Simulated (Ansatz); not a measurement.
Phonon calculation, with input and output: BCl₃

The run: phonon calculation of BCl₃. Method and program: RKS PBE0-D4/def2-TZVP (Ansatz 0.2.0).

The geometry comes from this level: PBE0-D4/def2-TZVP. Figures and captions count atoms from 1; the log counts them from 0 in places.

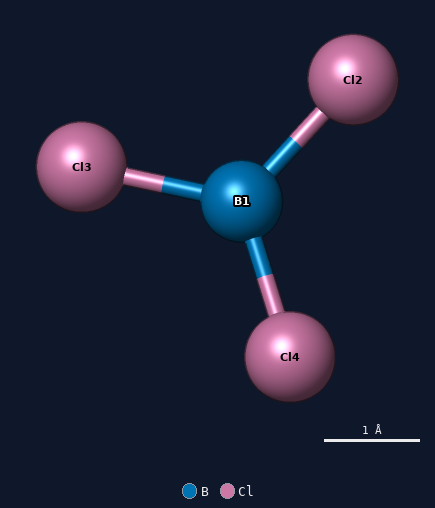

Fig. 1: The input geometry (ball-and-stick view, seen on its broad side; atoms are numbered from 1 in the order of the input). Bond lengths as drawn: B–Cl 1.74 Å.

### The input
```yaml
crystal:
  periodic: [false, false, false]
  atoms:
    - {symbol: B, position_ang: [0.536583, 0.524114, -0.824526]}
    - {symbol: Cl, position_ang: [2.034368, 0.346661, 0.037414]}
    - {symbol: Cl, position_ang: [0.025018, -0.705970, -1.939420]}
    - {symbol: Cl, position_ang: [-0.449618, 1.931675, -0.571602]}
basis:
  gaussian: {orbitals: def2-TZVP}
hamiltonian: {xc: pbe0, dispersion: d4}
phonons: {temperatures: {t_min: 298.15, t_max: 900, t_step: 200}}
```

Launch command:
```bash
ansatz run in.yaml --threads 4 --pin off --events-out ev --progress --plain --max-ram 9574MiB
```

### Log
```
Functional definition: PBE0
  name "PBE0"
  cite "Adamo & Barone, J. Chem. Phys. 110, 6158 (1999) doi:10.1063/1.478522"
  cite "Perdew, Burke & Ernzerhof, Phys. Rev. Lett. 77, 3865 (1996) doi:10.1103/PhysRevLett.77.3865"
  parent pbe
  parameter a = 0.25
  parameter kappa = 0.804
  parameter beta = 0.06672455060314922
  exchange = (1 - a)*pbe_x(kappa = kappa, mu = beta*pi^2/3) + a*exact_x
  correlation = pbe_c(beta = beta)
973 factors; their error is unknown
mean field evaluation 1: about -38235.1008 eV, gradient 1.4e1 eV
mean field evaluation 2: about -38235.2004 eV, gradient 1.3e1 eV
mean field evaluation 4: about -38235.5812 eV, gradient 6.5e-1 eV
mean field evaluation 8: about -38235.6965 eV, gradient 1.9e-3 eV
mean field -38235.69646290 eV, -1405.1359279255 hartree, gradient 7.6e-6 eV, S^2 0.000000; 0 other end points of the search recorded, 0 dependent functions left out
the calculation of the forces begins
reference -38235.69648832 eV, -1405.1359288600 hartree; 28, 28 occupied and 114, 114 virtual orbitals, 973 factors
these checks for a lower state are left out or cut short: stability, starts, cluster_reference, orbital_swaps, neighbouring_geometries, increment
973 factors; their error is unknown
mean field evaluation 16: about -38235.6963 eV, gradient 1.5e-1 eV
mean field -38235.69639509 eV, -1405.1359254339 hartree, gradient 9.2e-7 eV, S^2 0.000000; 0 other end points of the search recorded, 0 dependent functions left out
the calculation of the forces begins
reference -38235.69642052 eV, -1405.1359263683 hartree; 28, 28 occupied and 114, 114 virtual orbitals, 973 factors
these checks for a lower state are left out or cut short: stability, starts, cluster_reference, orbital_swaps, neighbouring_geometries, increment
973 factors; their error is unknown
mean field -38235.69639486 eV, -1405.1359254254 hartree, gradient 6.4e-7 eV, S^2 0.000000; 0 other end points of the search recorded, 0 dependent functions left out
the calculation of the forces begins
reference -38235.69642029 eV, -1405.1359263599 hartree; 28, 28 occupied and 114, 114 virtual orbitals, 973 factors
these checks for a lower state are left out or cut short: stability, starts, cluster_reference, orbital_swaps, neighbouring_geometries, increment
973 factors; their error is unknown
mean field evaluation 32: about -38235.6964 eV, gradient 1.2e-4 eV
mean field -38235.69638417 eV, -1405.1359250324 hartree, gradient 1.0e-6 eV, S^2 0.000000; 0 other end points of the search recorded, 0 dependent functions left out
the calculation of the forces begins
reference -38235.69640960 eV, -1405.1359259669 hartree; 28, 28 occupied and 114, 114 virtual orbitals, 973 factors
these checks for a lower state are left out or cut short: stability, starts, cluster_reference, orbital_swaps, neighbouring_geometries, increment
973 factors; their error is unknown
mean field -38235.69638336 eV, -1405.1359250028 hartree, gradient 7.0e-7 eV, S^2 0.000000; 0 other end points of the search recorded, 0 dependent functions left out
the calculation of the forces begins
reference -38235.69640879 eV, -1405.1359259373 hartree; 28, 28 occupied and 114, 114 virtual orbitals, 973 factors
these checks for a lower state are left out or cut short: stability, starts, cluster_reference, orbital_swaps, neighbouring_geometries, increment
973 factors; their error is unknown
mean field -38235.69642259 eV, -1405.1359264443 hartree, gradient 2.7e-6 eV, S^2 0.000000; 0 other end points of the search recorded, 0 dependent functions left out
the calculation of the forces begins
reference -38235.69644802 eV, -1405.1359273790 hartree; 28, 28 occupied and 114, 114 virtual orbitals, 973 factors
these checks for a lower state are left out or cut short: stability, starts, cluster_reference, orbital_swaps, neighbouring_geometries, increment
973 factors; their error is unknown
mean field -38235.69638881 eV, -1405.1359252030 hartree, gradient 1.6e-6 eV, S^2 0.000000; 0 other end points of the search recorded, 0 dependent functions left out
the calculation of the forces begins
reference -38235.69641424 eV, -1405.1359261373 hartree; 28, 28 occupied and 114, 114 virtual orbitals, 973 factors
these checks for a lower state are left out or cut short: stability, starts, cluster_reference, orbital_swaps, neighbouring_geometries, increment
973 factors; their error is unknown
mean field -38235.69645207 eV, -1405.1359275275 hartree, gradient 2.8e-6 eV, S^2 0.000000; 0 other end points of the search recorded, 0 dependent functions left out
the calculation of the forces begins
reference -38235.69647749 eV, -1405.1359284619 hartree; 28, 28 occupied and 114, 114 virtual orbitals, 973 factors
these checks for a lower state are left out or cut short: stability, starts, cluster_reference, orbital_swaps, neighbouring_geometries, increment
973 factors; their error is unknown
mean field evaluation 64: about -38235.6965 eV, gradient 1.2e-6 eV
mean field -38235.69645608 eV, -1405.1359276749 hartree, gradient 1.2e-6 eV, S^2 0.000000; 0 other end points of the search recorded, 0 dependent functions left out
the calculation of the forces begins
reference -38235.69648151 eV, -1405.1359286095 hartree; 28, 28 occupied and 114, 114 virtual orbitals, 973 factors
these checks for a lower state are left out or cut short: stability, starts, cluster_reference, orbital_swaps, neighbouring_geometries, increment
973 factors; their error is unknown
mean field -38235.69645053 eV, -1405.1359274709 hartree, gradient 1.8e-6 eV, S^2 0.000000; 0 other end points of the search recorded, 0 dependent functions left out
the calculation of the forces begins
reference -38235.69647596 eV, -1405.1359284055 hartree; 28, 28 occupied and 114, 114 virtual orbitals, 973 factors
these checks for a lower state are left out or cut short: stability, starts, cluster_reference, orbital_swaps, neighbouring_geometries, increment
973 factors; their error is unknown
mean field -38235.69643108 eV, -1405.1359267562 hartree, gradient 1.3e-6 eV, S^2 0.000000; 0 other end points of the search recorded, 0 dependent functions left out
the calculation of the forces begins
reference -38235.69645650 eV, -1405.1359276906 hartree; 28, 28 occupied and 114, 114 virtual orbitals, 973 factors
these checks for a lower state are left out or cut short: stability, starts, cluster_reference, orbital_swaps, neighbouring_geometries, increment
973 factors; their error is unknown
mean field -38235.69640384 eV, -1405.1359257552 hartree, gradient 1.5e-6 eV, S^2 0.000000; 0 other end points of the search recorded, 0 dependent functions left out
the calculation of the forces begins
reference -38235.69642927 eV, -1405.1359266896 hartree; 28, 28 occupied and 114, 114 virtual orbitals, 973 factors
these checks for a lower state are left out or cut short: stability, starts, cluster_reference, orbital_swaps, neighbouring_geometries, increment
973 factors; their error is unknown
mean field -38235.69643324 eV, -1405.1359268355 hartree, gradient 2.4e-6 eV, S^2 0.000000; 0 other end points of the search recorded, 0 dependent functions left out
the calculation of the forces begins
reference -38235.69645866 eV, -1405.1359277700 hartree; 28, 28 occupied and 114, 114 virtual orbitals, 973 factors
these checks for a lower state are left out or cut short: stability, starts, cluster_reference, orbital_swaps, neighbouring_geometries, increment
973 factors; their error is unknown
mean field evaluation 96: about -38235.6964 eV, gradient 1.7e-6 eV
mean field -38235.69644992 eV, -1405.1359274486 hartree, gradient 1.7e-6 eV, S^2 0.000000; 0 other end points of the search recorded, 0 dependent functions left out
the calculation of the forces begins
reference -38235.69647535 eV, -1405.1359283831 hartree; 28, 28 occupied and 114, 114 virtual orbitals, 973 factors
these checks for a lower state are left out or cut short: stability, starts, cluster_reference, orbital_swaps, neighbouring_geometries, increment
973 factors; their error is unknown
mean field -38235.69643213 eV, -1405.1359267950 hartree, gradient 1.2e-6 eV, S^2 0.000000; 0 other end points of the search recorded, 0 dependent functions left out
the calculation of the forces begins
reference -38235.69645756 eV, -1405.1359277295 hartree; 28, 28 occupied and 114, 114 virtual orbitals, 973 factors
Total energy: -38235.81108862 eV, -1405.1401403430 hartree
Atom 0 at     0.536583     0.524114    -0.824526 Å, force     0.000023    -0.000018    -0.000141 eV/Å
Atom 1 at     2.034368     0.346661     0.037414 Å, force    -0.002810     0.000324    -0.001574 eV/Å
Atom 2 at     0.025018    -0.705970    -1.939420 Å, force     0.000958     0.002329     0.002153 eV/Å
Atom 3 at    -0.449618     1.931675    -0.571602 Å, force     0.001828    -0.002635    -0.000437 eV/Å
Dipole moment:    -0.000002    -0.000002     0.000001 e Å
Vibrations: 252.61 252.63 457.59 476.16 976.22 976.34 cm⁻¹, zero-point energy 0.210250 eV
```

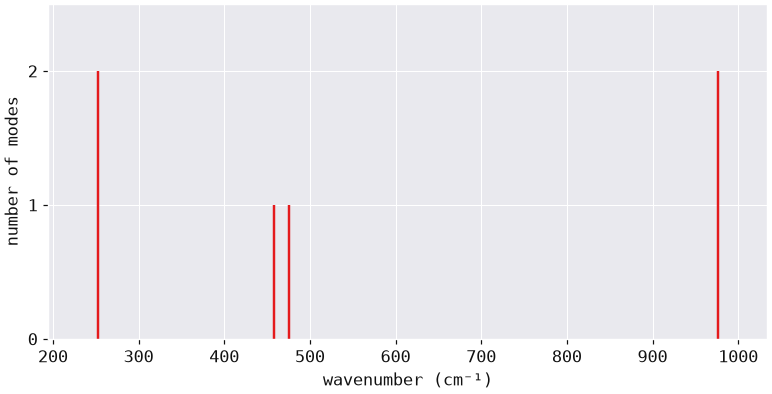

Fig. 2: Harmonic vibrational wavenumbers from the force constants; neighbouring modes closer than 3 cm⁻¹ are counted in one stick. 6 modes from 253 to 976 cm⁻¹, none imaginary.

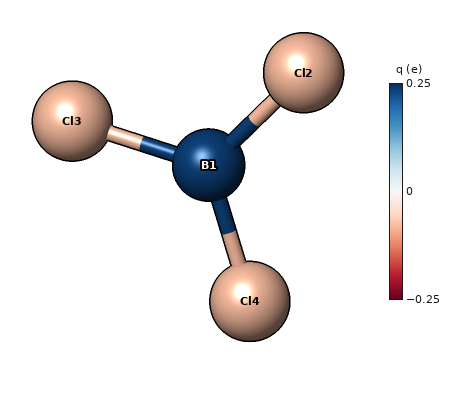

Fig. 3: Mulliken charges, as the colour of each atom (ball-and-stick view, seen at a tilt; atoms are numbered from 1 in the order of the input). By element: B +0.23 and Cl −0.08 e.

### Summary

- outcome: converged
- total energy: −38235.8111 eV
- mean-field energy: −38235.6965 eV
- dispersion energy: −0.1146 eV
- largest force (length of the vector): 0.003 eV/Å
- dipole moment: 0.00 D
- hardware: 4 threads of Arm Neoverse V1, 23 GiB of memory available, shared host
- wall time: 15 s (CPU time 55 s)
- peak memory: 0.47 GiB
